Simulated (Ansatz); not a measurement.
**Cd2Si (model cell, started as cuprite): relaxing the cell for a phonon run**

Wanted: the relaxed cell of Cd2Si (model cell, started as cuprite).

Program: Ansatz 0.2.0. Level of theory: DFT PBEsol, scalar-relativistic, plane waves, PAW. Results are calculated unless marked as measured.

The structure was built from a prototype and need not be the compound's stable phase.

## Step 1: Set-up

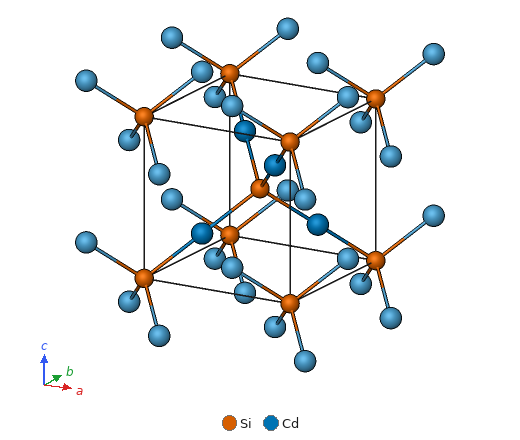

The cell as given, from a free direction (silicon orange, cadmium blue). Some periodic images of atoms are drawn too.

## Step 2: A coarse first look

A quick single point on a coarse mesh tells whether the cell has a gap and how far it is from rest, which sets the k mesh and smearing that follow.

Contents of input.yaml:

```yaml
crystal:
  lattice:
    - [5.89359, 0.0, 0.0]
    - [0.0, 5.89359, 0.0]
    - [0.0, 0.0, 5.89359]
  atoms:
    - { symbol: Si, position: [0.0, 0.0, 0.0] }
    - { symbol: Si, position: [0.5, 0.5, 0.5] }
    - { symbol: Cd, position: [0.25, 0.25, 0.25] }
    - { symbol: Cd, position: [0.75, 0.75, 0.25] }
    - { symbol: Cd, position: [0.75, 0.25, 0.75] }
    - { symbol: Cd, position: [0.25, 0.75, 0.75] }
kpoints:
  mp_grid: { grid: [4, 4, 4] }
hamiltonian:
  xc: pbesol
scf:
  occupations: { method: gaussian, width: 0.1 }
output:
  forces: true
  stress: true
  eigenvalues: true
```

On the command line:

```
> ansatz run input.yaml --threads 8 --pin off --max-ram 14336MiB --backend cpu --events-out ev --progress --plain --runs-dir out
```

Numbers of over 12 decimals in the logs are rounded to 6 here.

What it wrote:

```text
Engine: ansatz 0.2.0, aarch64-unknown-linux-gnu
Pseudopotentials: kind: paw
Pseudopotential: Si, paw, valence charge 4, recommended cutoff 420 eV (normal), Si.paw.azcp
Pseudopotential: Cd, paw, valence charge 20, recommended cutoff 420 eV (normal), Cd.paw.azcp
Functional definition: PBEsol
  exchange = pbesol_x
  correlation = pbesol_c
Crystal: 6 atoms, lattice volume = 204.710 Å³
[...]
k-point 0: bands = [... 40 lower, 2.9394, 4.9252, 4.9252, 4.9252, 5.8338, 5.8338, 6.1207, 9.6785, ... 4 higher]
  k-point 1: bands = [... 40 lower, 2.9968, 3.8480, 4.8790, 4.8790, 6.1567, 6.8767, 7.3697, 8.5077, ... 4 higher]
  k-point 2: bands = [... 40 lower, 3.0615, 3.0615, 4.8115, 4.8115, 7.0872, 7.0872, 8.6995, 8.6995, ... 4 higher]
  k-point 9: bands = [... 40 lower, 2.2870, 3.6354, 3.6354, 3.6354, 8.1270, 8.1270, 8.1270, 9.0998, ... 4 higher]
[key lines of the parts left out:]
SCF converged after 6 iterations
Free energy (F): -33976.428910 eV
Fermi energy:    5.454741 eV
P = ⅓ Tr σ = -2.7103 GPa (-27.103 kbar)
```

It took 4 s on 8 threads of Arm Neoverse V1, shared host; peak memory 0.69 GiB.

Numbers from this step:

```yaml
pressure: -2.710 GPa
volume_per_atom: 34.12 Å³
gap_on_the_k_mesh: 0.7721 eV
direct_gap_on_mesh: 0.9086 eV
```

The coarse mesh shows a gap of 0.77 eV and a pressure of -2.7 GPa.

## Step 3: Relaxation, k-mesh 4×4×4

The cell and atoms are relaxed, since residual forces and stress would shift the frequencies.

Edit input.yaml of step 2 so:

```diff
@@ -17,3 +17,3 @@
 scf:
-  occupations: { method: gaussian, width: 0.1 }
+  occupations: { method: gaussian, width: 0.02 }
 output:
@@ -22 +22,6 @@
   eigenvalues: true
+relax:
+  adjacent_minimum: "off"
+  f_tol: 0.005
+  max_steps: 80
+  cell: { stress_tol: 0.05 }
```

What it wrote:

```text
[...]
Crystal: 6 atoms, lattice volume = 204.710 Å³
Basis set: ecut = 420 eV, 3911 PW (Γ), exchange–correlation on 80×80×80 points (8 copies of the dense FFT grid, shifted against one another)
Bands: 53, of which v1, the nominal top of the filled ones, is band 44 counted from 1 (43 counted from 0)
Symmetry: 48 space group operations
[...]
k-points: 10 of 64
[...]
SCF iter   1: F=—  HF=-33976.434335 eV  |F-HF|=—  |Δ(HF+E_count)|=         —  Δρ=3.65e-3  dr2=3.49e-2  ethr=1.77e-3  ⟨swp⟩=7.1  Hψ=1952  notcnv=0
[...]
SCF iter   6: F=-33976.428910 eV  HF=-33976.428910 eV  |F-HF|=1.24e-7  |Δ(HF+E_count)|=   3.12e-6  Δρ=5.26e-6  dr2=8.25e-8  ethr=1.14e-10  ⟨swp⟩=8.6  Hψ=2316  notcnv=0
SCF 1 converged in 6 iterations: F = -33976.428910 eV  dr2 = 8.25e-8
[...]
relax step   1: F+E_penalty+E_count = -33976.42891006 eV  Δ(F+E_penalty+E_count) = +0.000e0 eV  max|allowed force component| = 6.168e-18 eV/Å  Δτ_max = 0.0000 Å  P = -2.710 GPa  Ω = 204.710 Å³  (6 SCF iters, dr2 threshold 1.00e-7 eV, accepted)
Crystal: 6 atoms, lattice volume = 186.776 Å³
Basis set: ecut = 420 eV, 3743 PW (Γ), exchange–correlation on 80×80×80 points (8 copies of the dense FFT grid, shifted against one another)
[...]
iter 1 solved again at ethr=7.54e-5 eV; its pass at ethr=3.10e-3 eV (dr2=6.64e-2 eV) is discarded
[...]
SCF iter   6: F=-33976.600882 eV  HF=-33976.600882 eV  |F-HF|=1.32e-8  |Δ(HF+E_count)|=   1.32e-6  Δρ=6.52e-6  dr2=7.28e-8  ethr=6.82e-10  ⟨swp⟩=7.5  Hψ=2190  notcnv=0
SCF 2 converged in 6 iterations: F = -33976.600882 eV  dr2 = 7.28e-8
relax step   2: F+E_penalty+E_count = -33976.60088196 eV  Δ(F+E_penalty+E_count) = -1.720e-1 eV  max|allowed force component| = 7.170e-17 eV/Å  Δτ_max = 0.0000 Å  P = -0.076 GPa  Ω = 186.776 Å³  energy of the carried Pulay correction = +2.482e-3 eV  (6 SCF iters, dr2 threshold 6.00e-7 eV, accepted)
Crystal: 6 atoms, lattice volume = 186.306 Å³
[...]
SCF iter   5: F=-33976.601040 eV  HF=-33976.601040 eV  |F-HF|=1.07e-9  |Δ(HF+E_count)|=   1.95e-8  Δρ=1.06e-6  dr2=1.95e-9  ethr=1.63e-11  ⟨swp⟩=4.3  Hψ=1795  notcnv=0
SCF 3 converged in 5 iterations: F = -33976.601040 eV  dr2 = 1.95e-9
relax step   3: F+E_penalty+E_count = -33976.60104040 eV  Δ(F+E_penalty+E_count) = -1.584e-4 eV  max|allowed force component| = 3.469e-17 eV/Å  Δτ_max = 0.0000 Å  P = +0.014 GPa  Ω = 186.306 Å³  energy of the carried Pulay correction = +2.550e-3 eV  (5 SCF iters, dr2 threshold 1.44e-8 eV, accepted)
[...]
SCF iter   5: F=-33976.598506 eV  HF=-33976.598506 eV  |F-HF|=7.28e-12  |Δ(HF+E_count)|=   1.55e-9  Δρ=1.09e-7  dr2=1.56e-11  ethr=1.00e-12  ⟨swp⟩=3.3  Hψ=2174  notcnv=0
SCF 4 converged in 5 iterations: F = -33976.598506 eV  dr2 = 1.56e-11
relax step   4: F+E_penalty+E_count = -33976.59850612 eV  Δ(F+E_penalty+E_count) = +2.534e-3 eV  max|allowed force component| = 4.549e-17 eV/Å  Δτ_max = 0.0000 Å  P = +0.012 GPa  Ω = 186.306 Å³  stress off target by 1.22e-2 GPa  SCF on the basis re-selected at this cell (its energy is not comparable with the rows above)  (5 SCF iters)
basis re-selected at this cell: Δ(F+E_penalty+E_count) = +2.534e-3 eV, ΔP = -0.002 GPa vs the last step (what re-selecting the basis moved, of the pressure what is left beyond the Pulay correction that the steps carried, after the strain that the cell walked since its last selection, with what the two solves' SCF thresholds leave and, on support functions, any second-order correction that the steps lacked; it is no m [...]
SCF converged after 5 iterations
Free energy (F): -33976.598506 eV
[...]
Internal energy: -33976.598506 eV  (E = F + TS)
E sigma→0 (E₀):  -33976.598506 eV
Fermi energy:    6.274536 eV
[...]
--- Stress (GPa, compression-positive) ---
        0.012152      -0.000000      -0.000000
       -0.000000       0.012152      -0.000000
       -0.000000      -0.000000       0.012152
  P = ⅓ Tr σ = 0.0122 GPa (0.122 kbar)
--- Band table (eV; the first three rows and the last of 10) ---
  k-point 0: bands = [... 40 lower, 3.8675, 5.8101, 5.8101, 5.8101, 6.5686, 6.5686, 7.5183, 10.8077, ... 5 higher]
  k-point 1: bands = [... 40 lower, 3.9306, 4.7558, 5.7662, 5.7662, 6.9236, 7.7907, 8.7256, 9.4816, ... 5 higher]
  k-point 2: bands = [... 40 lower, 4.0028, 4.0028, 5.6959, 5.6959, 7.9403, 7.9403, 9.8462, 9.8462, ... 5 higher]
  k-point 9: bands = [... 40 lower, 3.1155, 4.3118, 4.3118, 4.3118, 9.1897, 9.1897, 9.1897, 10.9416, ... 5 higher]
--- Relaxed structure (3 steps of the walk, 3 accepted, 1 SCFs on fresh bases) ---
  F+E_penalty+E_count = -33976.59850612 eV   max|allowed force component| = 4.549e-17 eV/Å   (the final SCF, on the basis selected at the relaxed cell)
  cell:  # Å, volume = 186.3061 Å³
    - [5.711397, 0, 0.0]
    - [0, 5.711397, 0]
    - [0, 0, 5.711397]
  atoms:
    - { symbol: Si, position: [0, 0, 0] }
    - { symbol: Si, position: [0.5, 0.5, 0.5] }
    - { symbol: Cd, position: [0.25, 0.25, 0.25] }
    - { symbol: Cd, position: [0.750000, 0.750000, 0.25] }
    - { symbol: Cd, position: [0.750000, 0.25, 0.750000] }
    - { symbol: Cd, position: [0.25, 0.750000, 0.750000] }
```

Elapsed: 5.3 s, on 8 threads; peak memory 0.72 GiB.

Relaxation path:

| step | energy less that of the first step (eV) | largest force component (eV/Å) | pressure (GPa) | volume (Å³) |
| --- | --- | --- | --- | --- |
| 1 | 0.0000 | 0.0000 | -2.71 | 204.71 |
| 2 | -0.1720 | 0.0000 | -0.08 | 186.78 |
| 3 | -0.1721 | 0.0000 | 0.01 | 186.31 |
| 4* | -0.1696 | 0.0000 | 0.01 | 186.31 |

Relaxation steps marked * repeat the geometry before them on a plane-wave basis chosen anew for their cell, so energy and pressure can jump there.

The run keeps the 48 symmetry operations that it works with, so distortions that break them were not tested.

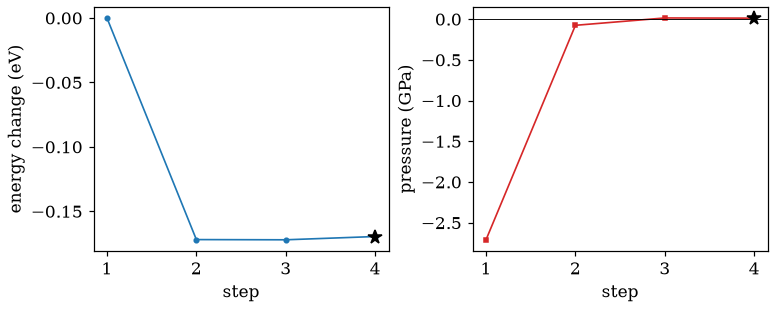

Energy and pressure along the relaxation. Stars mark steps on a basis chosen anew.

| conventional cell, symmetrised | before | after | change |
| --- | --- | --- | --- |
| a (Å) | 5.894 | 5.711 | -3.1 % |
| b (Å) | 5.894 | 5.711 | -3.1 % |
| c (Å) | 5.894 | 5.711 | -3.1 % |
| volume (Å³/atom) | 34.12 | 31.05 | -9.0 % |

Numbers from this step:

* pressure: 0.01215 GPa
* gap on the k-mesh: 0.5889 eV
* volume per atom: 31.05 Å³
* direct gap on mesh: 0.7586 eV

In this step the volume went from 34.12 to 31.05 Å³/atom.

## Step 4: Relaxation, k-mesh 6×6×6

The relaxation is repeated from its end, on the mesh and smearing that suit the cell and gap now reached.

input.yaml, the sections that differ from step 3:

```yaml
crystal:
  lattice:
    - [5.7113969978, 0.0, 0.0]
    - [0.0, 5.7113969978, 0.0]
    - [0.0, 0.0, 5.7113969978]
  atoms:
    - { symbol: Si, position: [0.0, 0.0, 0.0] }
    - { symbol: Si, position: [0.5, 0.5, 0.5] }
    - { symbol: Cd, position: [0.25, 0.25, 0.25] }
    - { symbol: Cd, position: [0.75, 0.75, 0.25] }
    - { symbol: Cd, position: [0.75, 0.25, 0.75] }
    - { symbol: Cd, position: [0.25, 0.75, 0.75] }
kpoints:
  mp_grid: { grid: [6, 6, 6] }
output:
  forces: true
  stress: true
  eigenvalues: true
  write_density: true
  write_potential: true
  elf: true
  volumetric_format: npy
# hamiltonian, scf, relax: as in step 3
```

What it wrote:

```text
[...]
Crystal: 6 atoms, lattice volume = 186.306 Å³
Basis set: ecut = 420 eV, 3743 PW (Γ), exchange–correlation on 80×80×80 points (8 copies of the dense FFT grid, shifted against one another)
Bands: 53, of which v1, the nominal top of the filled ones, is band 44 counted from 1 (43 counted from 0)
[... 1 set-up line as in the run before ...]
[...]
k-points: 20 of 216
[...]
cell:  # Å, volume = 186.3061 Å³
    - [5.7113969978, 0.0, 0.0]
    - [0.0, 5.7113969978, 0.0]
    - [0.0, 0.0, 5.7113969978]
  atoms:
    - { symbol: Si, position: [0.0, 0.0, 0.0] }
    - { symbol: Si, position: [0.5, 0.5, 0.5] }
    - { symbol: Cd, position: [0.25, 0.25, 0.25] }
    - { symbol: Cd, position: [0.75, 0.75, 0.25] }
    - { symbol: Cd, position: [0.75, 0.25, 0.75] }
    - { symbol: Cd, position: [0.25, 0.75, 0.75] }
[key lines of the parts left out:]
SCF converged after 6 iterations
Free energy (F): -33976.605335 eV
Fermi energy:    6.273155 eV
P = ⅓ Tr σ = 0.0054 GPa (0.054 kbar)
```

Run time: 4.9 s. Hardware: 8 threads; peak memory 0.75 GiB.

Little changed from the start: no atom moved by 0.005 Å and no cell edge by 0.1 %.

This step gave:

- pressure: 0.005374 GPa
- gap on the k-mesh: 0.5914 eV
- direct gap on mesh: 0.7612 eV

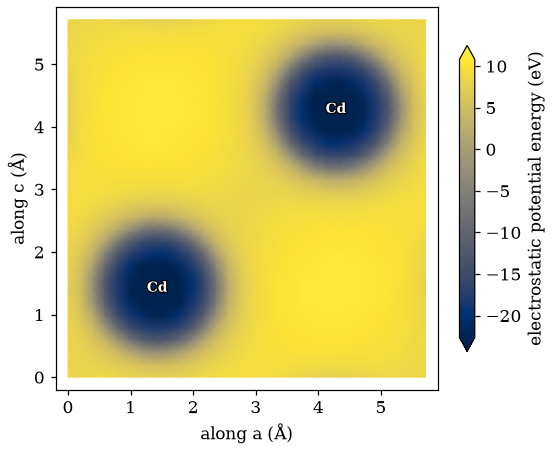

Electrostatic potential energy in the ac plane at fractional y = 0.250, with atoms of Cd within 0.2 Å of it. With pseudopotentials it is smooth inside the atoms' cores, unlike the true potential.

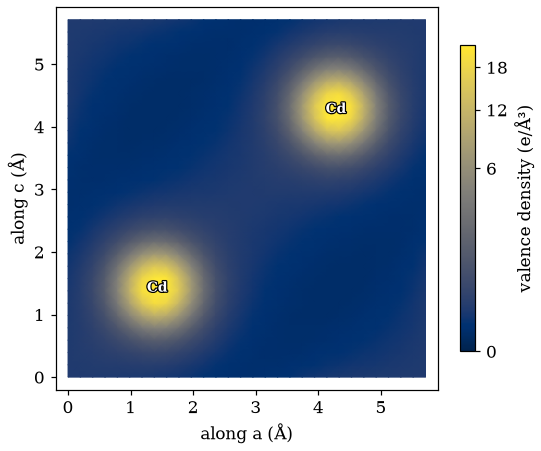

Valence density in the ac plane at fractional y = 0.250, with atoms of Cd within 0.2 Å of it. It is the smooth field of the valence electrons, not physical close to the nuclei. The colour scale is stretched toward low values.

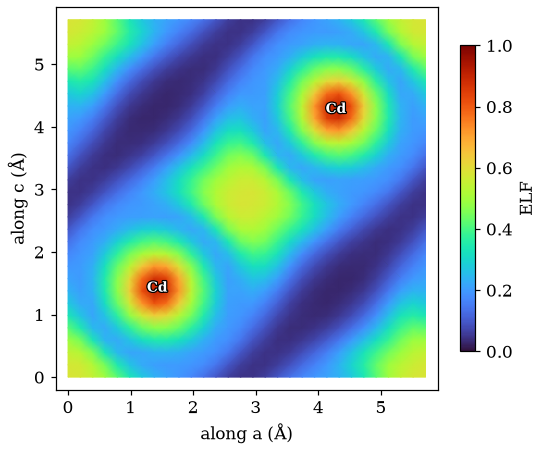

ELF in the ac plane at fractional y = 0.250, with atoms of Cd within 0.2 Å of it. It is the smooth field of the valence electrons, not physical close to the nuclei.

In this step the volume went from 31.05 to 31.05 Å³/atom.

## Step 5: Relaxing to small forces for the phonons

Phonons need a cell at rest on their own settings, so the relaxation is repeated with tight tolerances on forces and stress on the k mesh and occupations of the first response run.

input.yaml, the sections that differ from step 4:

```yaml
scf:
  occupations: { method: fixed }
output:
  forces: true
  stress: true
  eigenvalues: true
relax:
  adjacent_minimum: "off"
  f_tol: 0.001
  max_steps: 60
  cell: { stress_tol: 0.01 }
# crystal, kpoints, hamiltonian: as in step 4
```

What it wrote:

```text
[...]
Crystal: 6 atoms, lattice volume = 186.306 Å³
Basis set: ecut = 420 eV, 3743 PW (Γ), exchange–correlation on 80×80×80 points (8 copies of the dense FFT grid, shifted against one another)
Bands: 53, of which v1, the nominal top of the filled ones, is band 44 counted from 1 (43 counted from 0)
[... 1 set-up line as in the run before ...]
[...]
k-points: 20 of 216
[...]
cell:  # Å, volume = 186.3061 Å³
    - [5.7113969978, 0.0, 0.0]
    - [0.0, 5.7113969978, 0.0]
    - [0.0, 0.0, 5.7113969978]
  atoms:
    - { symbol: Si, position: [0.0, 0.0, 0.0] }
    - { symbol: Si, position: [0.5, 0.5, 0.5] }
    - { symbol: Cd, position: [0.25, 0.25, 0.25] }
    - { symbol: Cd, position: [0.75, 0.75, 0.25] }
    - { symbol: Cd, position: [0.75, 0.25, 0.75] }
    - { symbol: Cd, position: [0.25, 0.75, 0.75] }
[key lines of the parts left out:]
SCF converged after 7 iterations
Free energy (F): -33976.605335 eV
Fermi energy:    5.977092 eV
P = ⅓ Tr σ = 0.0054 GPa (0.054 kbar)
```

It took 4.4 s on 8 threads; peak memory 0.74 GiB; 31 s of CPU time.

Little changed from the start: no atom moved by 0.005 Å and no cell edge by 0.1 %.

This step gave:

* pressure: 0.005376 GPa

The forces vanish by symmetry and the pressure is 0.005 GPa, within the tolerances set. The cell now holds 31.05 Å³/atom.

## Step 6: Summary of results

```json
{
  "space group after relaxation (within 0.01 Å)": "Pn-3m",
  "lattice constant a": "5.711 Å",
  "lattice constant b": "5.711 Å",
  "lattice constant c": "5.711 Å",
  "volume per atom": "31.1 Å³",
  "gap on the k-mesh": "0.591 eV"
}
```

The forces vanish by symmetry and the pressure is 0.005 GPa, within the tolerances set. The cell now holds 31.05 Å³/atom. The relaxation keeps the symmetry of its start, so it says nothing on stability against lower symmetry. The starting cell was built on a prototype and not taken from a measurement, so the phase need not exist.

[Logs are printed without paths, hosts, clocks, repeated set-up lines and the standing remarks that a program may print on its own settings, such as how far it seeks lower states.]

[Hosts, paths, dates, database ids (printed as entryN), source tags and the programs' standing remarks are cut or masked in the printed files.]
